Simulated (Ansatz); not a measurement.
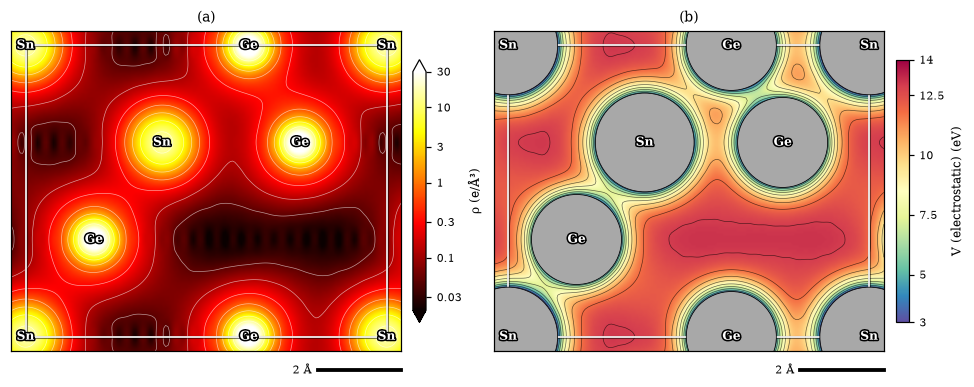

The picture shows: Sn$_{2}$Ge$_{3}$. (a) valence charge density (pseudo); (b) electrostatic potential (local pseudopotential plus Hartree) felt by an electron on the (110) plane of the conventional cell. Grey discs cover the atomic cores in the potential map.

Space group P-3m1; a structure from a database of computed crystals, not necessarily the ambient phase; a generated structure, not necessarily the stable one.

All numbers below come from DFT PBE, scalar-relativistic, plane waves, PAW (Ansatz).

In a PAW calculation such maps are meaningful between the atoms, not at the nuclei.

Question: Describe what can be read from this map.

Answer: Atoms in the plane: Sn and Ge.
Ge–Ge (2.63 Å): ρ at the midpoint is about 0.36 e/Å³.
Sn–Ge (2.85 Å): the density is about 0.28 e/Å³ at the midpoint.
Sn–Ge (3.12 Å): ρ at the midpoint is about 0.18 e/Å³.
Between the atoms the lowest density in this plane is 0.02 e/Å³.
Outside the cores the potential energy rises away from the atoms and is highest about 2.4 Å from the nearest atoms; its zero is arbitrary.
